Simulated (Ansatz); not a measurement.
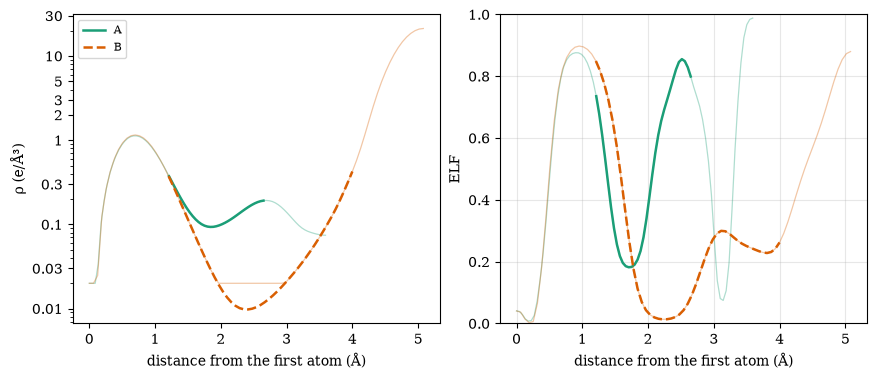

Figure. Cs3AlAg. Valence pseudo-density and ELF along straight lines between neighbouring atoms. Thin, pale parts lie inside the atomic spheres.

Space group Pm-3m; started from the cubic perovskite_221 prototype, which need not be the ambient phase; computed without spin polarisation.

Theory: DFT PBE, scalar-relativistic, plane waves, PAW (Ansatz 0.2.0).

Core electrons are frozen (PAW), and the valence fields are smoothed inside the atomic spheres.

Question: Which curve belongs to which contact (Cs–Ag and Cs–Al)? The first atom named is at distance zero.

Answer: Curve A: Cs–Al (3.59 Å): the density is about 0.09 e/Å³ at the midpoint; the ELF peaks at about 0.85 in the valence shell of Al, 1.1 Å from its nucleus, and drops to about 0.20 between the two atoms. Curve B: Cs–Ag (5.08 Å): the density is about 0.01 e/Å³ at the midpoint; the ELF is about 0.05 at the midpoint (no localised pair shows between them).
